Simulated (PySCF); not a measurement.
# What a change does: single-point calculation on BH4

System: BH4, charge −1, SMILES [BH4-].
Method of run A: RKS PBE-D4/def2-SVPD (PySCF 2.14.0).

Text and figures count atoms from 1; the logs count them from 0 in places.

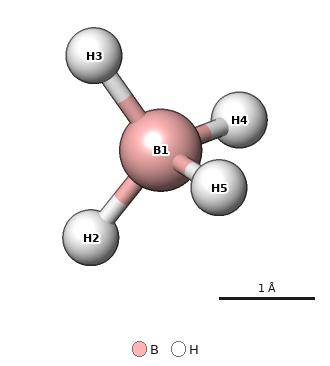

Fig. 1: The input geometry (ball-and-stick view, seen at a tilt; atoms are numbered from 1 in the order of the input). Bond lengths as drawn: B–H 1.25 Å.

**The input, run A**
```python
import json, numpy as np
from pyscf import gto, scf, dft, mp, cc, lib
mol = gto.M(atom="""
B      0.000047     0.000211    -0.000133
H     -0.797945    -0.841405    -0.475416
H      0.169256    -0.227407     1.220743
H     -0.470052     1.152544    -0.149286
H      1.099220    -0.082560    -0.596878
""", basis='def2-SVPD', charge=-1, spin=0, verbose=3, max_memory=4000)
def mean_field(mol):
    mf = dft.RKS(mol, xc='pbe').density_fit()
    mf.grids.level = 3
    mf.disp = "d4"
    mf.conv_tol = 1e-10; mf.chkfile = None; mf.max_cycle = 100
    return mf
last = {}
def solved(mol):
    mf = mean_field(mol); mf.kernel(last.get('dm'))
    if not mf.converged: mf = mf.newton().run(mf.mo_coeff, mf.mo_occ).undo_soscf()
    assert mf.converged
    last['dm'] = mf.make_rdm1()
    return mf
out = {}
def energy(mol, gradient=False):
    mf = out['mf'] = solved(mol)
    e = mf.e_tot
    out.update(e=e, ref=mf.e_tot)
    if not gradient: return e
    return e, mf.nuc_grad_method().kernel()
from pyscf.geomopt import as_pyscf_method, geometric_solver
def step(mol):
    mol.verbose = 0; e, g = energy(mol, True)
    print('step  E = %.8f Eh   largest gradient = %.2e Eh/bohr' % (e, abs(g).max()), flush=True); out.setdefault('path', []).append(e)
    return e, g
done, mol = geometric_solver.kernel(as_pyscf_method(mol, step), maxsteps=150, convergence_gmax=3.9e-05, convergence_grms=2.6e-05, convergence_dmax=0.002, convergence_drms=1.3e-03, convergence_energy=1e-06, logIni='quiet.ini')
assert done
print('relaxation converged; final geometry (angstrom):')
print(mol.tostring('raw'))
mol.verbose = 3
print('Total energy: %.8f Eh' % energy(mol))
mf = out.pop('mf')
out['dipole'] = mf.dip_moment(unit='Debye').tolist()
out['x'] = mol.atom_coords(unit='angstrom').tolist()
json.dump(out, open('result.json', 'w'))
```

Launched with:
```bash
OMP_NUM_THREADS=2 python input.py
```

Hardware: 2 threads of Arm Neoverse V2, 24 GiB of memory available, shared host.

**Output (run A)**
```
step  E = -27.17562696 Eh   largest gradient = 5.81e-05 Eh/bohr
step  E = -27.17562699 Eh   largest gradient = 1.17e-05 Eh/bohr
relaxation converged; final geometry (angstrom):
B           0.00006235        0.00025525       -0.00018183
H          -0.79799676       -0.84147121       -0.47553408
H           0.16924812       -0.22738514        1.22084397
H          -0.47019465        1.15266562       -0.14923855
H           1.09934492       -0.08263493       -0.59694233
converged SCF energy = -27.1756269915531
Total energy: -27.17562699 Eh
WARN: System has nonzero charge -1; the dipole moment is origin-dependent.
Location of origin: [0. 0. 0.]
Dipole moment(X, Y, Z, Debye): -0.00043, -0.00139,  0.00103
```

The input of run B differs as follows (lines with − go, lines with + come):
```diff
-    mf = dft.RKS(mol, xc='pbe').density_fit()
+    mf = dft.RKS(mol, xc='lda,pw').density_fit()
-    mf.disp = "d4"
```

How does run B compare with run A?

The total energies belong to different methods, so their difference says nothing on which is more stable or more accurate. The functional changes from PBE to lda,pw.

**Output (run B)**
```
step  E = -26.89213113 Eh   largest gradient = 9.00e-04 Eh/bohr
step  E = -26.89214020 Eh   largest gradient = 8.73e-05 Eh/bohr
step  E = -26.89214029 Eh   largest gradient = 5.41e-06 Eh/bohr
relaxation converged; final geometry (angstrom):
B           0.00006461        0.00028454       -0.00022169
H          -0.79625020       -0.83962974       -0.47456381
H           0.16885268       -0.22687354        1.21816808
H          -0.46922315        1.15017603       -0.14890022
H           1.09696676       -0.08246278       -0.59565718
converged SCF energy = -26.8921402870292
Total energy: -26.89214029 Eh
WARN: System has nonzero charge -1; the dipole moment is origin-dependent.
Location of origin: [0. 0. 0.]
Dipole moment(X, Y, Z, Debye): -0.00035, -0.00143,  0.00112
```

**The two runs side by side**

| quantity | run A | run B |
| --- | --- | --- |
| outcome | converged | converged |
| total energy (hartree) | −27.175627 | −26.892140 |
| wall time (shared host) | 2.5 s | 2.5 s |
